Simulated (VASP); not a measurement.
Shape and ions are relaxed at each volume.

Energy against volume of ZrB₂ (AlB2 type). The numbers are results of MS2 meta-GGA, VASP's PBE PAW potentials (set 64) (plane waves; VASP), not measurements.

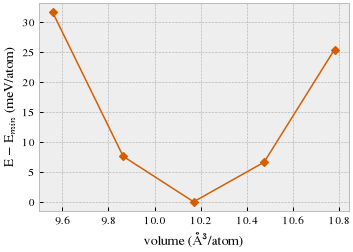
Energy against volume

Q: Estimate the equilibrium volume and the bulk modulus.

A: The minimum lies near 10.2 Å³/atom, and the curvature gives B0 of about 250 GPa.

The compound is ZrB2 in the AlB2 type structure. It was relaxed first.
